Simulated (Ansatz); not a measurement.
Ge (diamond structure), cut as [100] fin, 0.29 nm along [100] by 0.58 nm along [010], dimers on {100} faces

Level of theory: PBE (plane waves to 420 eV, PAW; Ansatz, an electronic-structure program).

k-points: Γ-centred 1×1×5 mesh; occupations: Fermi-Dirac, 0.020 eV; spin polarisation not allowed. Spin-orbit coupling is left out.

 The relaxation kept the symmetry of its start, so a lower minimum of less symmetry isn't excluded. The period along the axis is held at the bulk value.

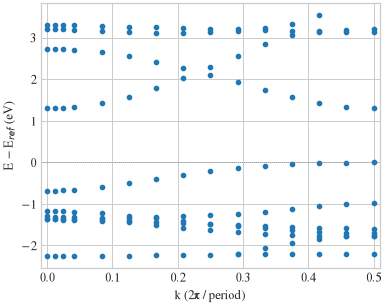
Fig. 1. Levels along the axis at 15 k-points, drawn as points, zero at the top of the valence band

Electronic character: not metallic; Kohn-Sham band gap: 1.29 eV. Only levels within the plotted window are shown.
